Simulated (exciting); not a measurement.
Y2CN2O2, space group P-3m1, N K edge of atom 5, with 1 C at 1.23 Å (terminal, site symmetry 3m); the tensor is averaged over the atoms equivalent by symmetry. Method: exciting, all-electron LAPW+lo, LDA, exchange and screened direct term (singlet BSE), 4×4×2 shifted k points, 44 conduction bands, |G+q| up to 3 bohr⁻¹, full RPA screening with nempty = 73, Lorentzian half width 0.45 eV.

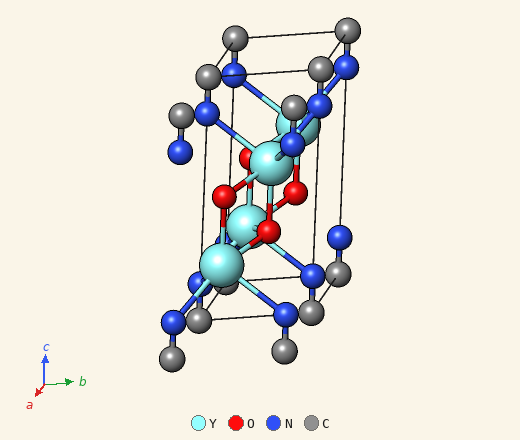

The structure (yttrium teal, oxygen red, nitrogen blue, carbon grey). 2×1×1 cells are drawn. Some periodic images of atoms are drawn too.

```
Y O N C
1.0
     3.69899    0.00000    0.00000
    -1.84949    3.20342    0.00000
     0.00000    0.00000    8.16886
Y O N C
2 2 2 1
Direct
  0.66667 0.33333 0.32248
  0.33333 0.66667 0.67752
  0.66667 0.33333 0.60334
  0.33333 0.66667 0.39666
  0.00000 0.00000 0.84985
  0.00000 0.00000 0.15015
  0.00000 0.00000 0.00000
```

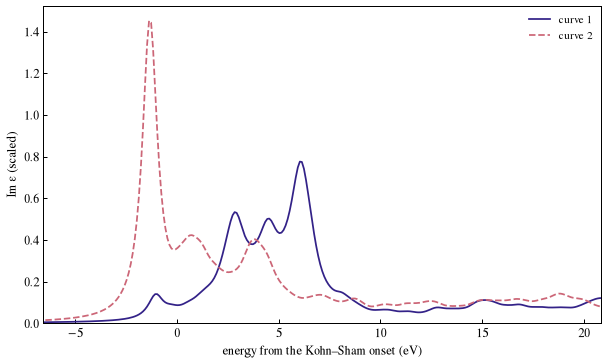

Energy from the Kohn–Sham onset, core level to the lowest empty state found on the meshes used; scaled to the maximum of the polarisation mean.

**Question.** The curves are the diagonal elements of Im ε for ε ∥ c and ⊥ c. Which is which?

Curve 1: ε ∥ c, maxima 2.8 eV (0.53), 4.5 eV (0.50) and 6.0 eV (0.78); 2 lower ones aren't listed. Curve 2: ε ⊥ c, maxima -1.4 eV (1.45), 0.7 eV (0.42) and 3.8 eV (0.40); 1 lower ones aren't listed. A K edge probes the empty p states along ε, which follow the bonds' lengths and directions.

[Banner, clock and machine lines of the logs are left out without a mark of their own.]

[Logs are printed without paths, hosts, clocks, repeated set-up lines and the standing remarks that a program may print on its own settings, such as how far it seeks lower states.]

[Hosts, paths, dates, database ids (printed as entryN), source tags and the programs' standing remarks are cut or masked in the printed files.]
